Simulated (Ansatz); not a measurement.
## Profile along the Tl–Tl line in Tl (hcp, Mg type)

Tl (hcp, Mg type)

Space group P6₃/mmc (No. 194); a = b = 3.521 Å, c = 5.603 Å, α = β = 90.00°, γ = 120.00°

| atom | site | symmetry | x | y | z |
|---|---|---|---|---|---|
| Tl | 2d | -6m2 | 0.6667 | 0.3333 | 0.2500 |

Fields along a shortest Tl–Tl line of a (0001) plane (3.52 Å), from Tl to Tl, interpolated on the slice's grid (step about 0.2 Å). Level of theory: r2SCAN (plane waves to 500 eV, PAW, scalar-relativistic; Ansatz, a quantum-chemistry and plane-wave program). k mesh 15×15×9. Inside the PAW spheres the values are not all-electron values, and peaks at nuclei hang on which shells count as valence. Spin-orbit coupling is left out, though Tl is heavy. The PAW data are Ansatz's earlier set. Tl was relaxed with its symmetry unable to fall.

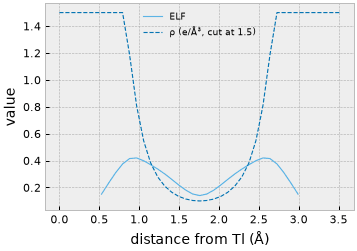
*ELF (away from the nuclei) and valence density from Tl to Tl.*

Density on the Tl–Tl line (3.52 Å) at its midpoint: 0.10 e/Å³. ELF at that point: 0.14.
